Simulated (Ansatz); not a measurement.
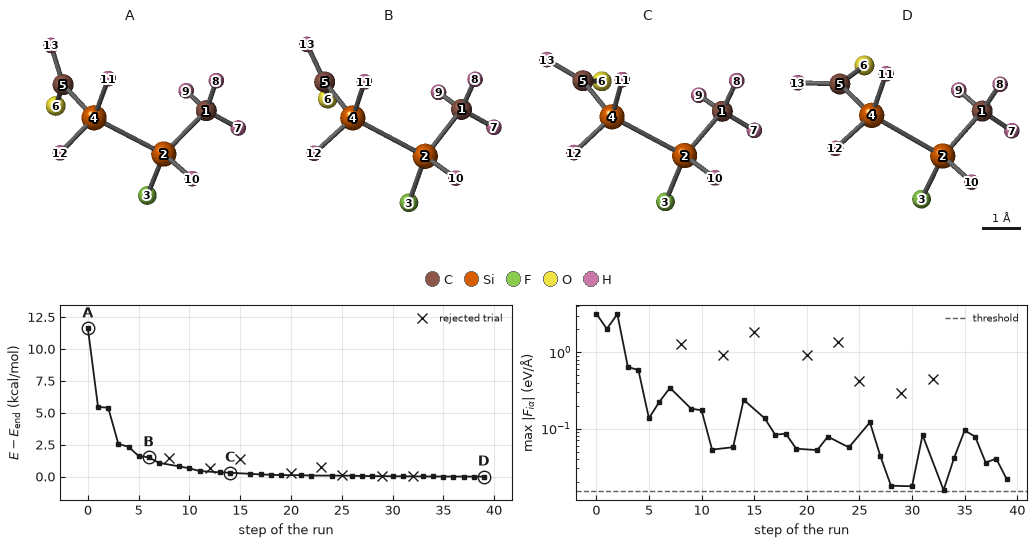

Frames of a relaxation of C2H7FOSi2, marked on the history of the run. A ball-and-stick model, seen from a free direction.

The run prepares an end point of a later path (torsion) calculation, from a guessed geometry.

Theory: Ansatz, RKS B3LYP-D4/def2-SVP.

Input file:
```yaml
crystal:
  periodic: [false, false, false]
  atoms:
    - { symbol: C, position_ang: [0.3844, -0.7771, 1.7681] }
    - { symbol: Si, position_ang: [0.9811, -0.7644, 0.0299] }
    - { symbol: F, position_ang: [2.2842, 0.1363, -0.0379] }
    - { symbol: Si, position_ang: [-0.5087, 0.0701, -1.4424] }
    - { symbol: C, position_ang: [-1.0011, 1.7651, -0.8583] }
    - { symbol: O, position_ang: [-0.14352, 2.60103, -0.53772] }
    - { symbol: H, position_ang: [1.1012, -1.1293, 2.4625] }
    - { symbol: H, position_ang: [-0.5327, -1.3194, 1.8477] }
    - { symbol: H, position_ang: [0.0987, 0.3028, 2.1201] }
    - { symbol: H, position_ang: [1.3585, -2.1513, -0.3244] }
    - { symbol: H, position_ang: [-1.7849, -0.8385, -1.4683] }
    - { symbol: H, position_ang: [-0.0073, 0.1127, -2.807] }
    - { symbol: H, position_ang: [-2.07892, 2.01945, -0.80756] }
basis:
  gaussian: { orbitals: def2-SVP }
hamiltonian:
  xc: b3lyp
  dispersion: d4
relax:
  f_tol: 0.015
  max_steps: 40
```

Command:
```bash
ansatz run input.yaml --threads 2 --pin off --max-ram 3072MiB --backend cpu --events-out ev --progress --plain --runs-dir out
```

> Describe the path.

The relaxation stopped without meeting its thresholds, so the last structure isn't shown to be converged. It used up its limit of 40 steps. The atom that moves furthest after the best rigid fit is O6 (1.39 Å). By element the largest moves are O 1.39 Å, H 1.31 Å, F 0.14 Å, Si 0.11 Å, C 0.08 Å. Near-neighbour distances that change, for instance: Si2–Si4 2.255 → 2.354 Å, Si4–C5 1.859 → 1.946 Å, Si4–H11 1.567 → 1.496 Å, C1–H9 1.171 → 1.101 Å. Bond angles that change, for instance: C1–Si2–H10 107.6° → 112.2°, H8–C1–H9 103.7° → 108.2°, C1–Si2–Si4 113.9° → 110.2°. Groups turn about Si4–C5 by about 85°. The energy falls by 11.6 kcal/mol in 31 accepted moves (39 points after the start). Largest force component: 3.2 eV/Å at the start, 0.022 eV/Å at the end. The line search rejected the trial steps at points 8, 12, 15, 20, 23, 25, 29, 32 of the run. Cost: 2.8 min on 2 threads of Arm Neoverse V1 (shared host), peak memory 0.32 GiB. From step 0 to 6: O6 moves most (0.41 Å), energy −10.1 kcal/mol. From step 6 to 14: H13 moves most (0.65 Å), energy −1.21 kcal/mol. From step 14 to 39: H13 moves most (0.68 Å), energy −0.30 kcal/mol.

| step | E − E(0), kcal/mol | largest force component, eV/Å | note |
| --- | --- | --- | --- |
| 0 | 0.00 | 3.2226 |  |
| 1 | -6.16 | 2.0354 |  |
| 2 | -6.21 | 3.1718 |  |
| 3 | -9.04 | 0.6447 |  |
| 4 | -9.28 | 0.5854 |  |
| 5 | -10.00 | 0.1368 |  |
| 6 | -10.10 | 0.2257 |  |
| 7 | -10.54 | 0.3428 |  |
| 8 | -10.14 | 1.3055 | rejected |
| 9 | -10.81 | 0.1830 |  |
| 10 | -10.96 | 0.1738 |  |
| 12 | -10.91 | 0.9304 | rejected |
| 13 | -11.28 | 0.0571 |  |
| 15 | -10.26 | 1.8609 | rejected |
| 16 | -11.39 | 0.1367 |  |
| 18 | -11.46 | 0.0859 |  |
| 19 | -11.50 | 0.0545 |  |
| 21 | -11.50 | 0.0523 |  |
| 22 | -11.53 | 0.0785 |  |
| 24 | -11.53 | 0.0567 |  |
| 25 | -11.52 | 0.4273 | rejected |
| 27 | -11.57 | 0.0433 |  |
| 28 | -11.57 | 0.0178 |  |
| 30 | -11.58 | 0.0175 |  |
| 31 | -11.59 | 0.0824 |  |
| 33 | -11.60 | 0.0156 |  |
| 34 | -11.60 | 0.0413 |  |
| 36 | -11.60 | 0.0785 |  |
| 37 | -11.61 | 0.0358 |  |
| 39 | -11.61 | 0.0217 |  |
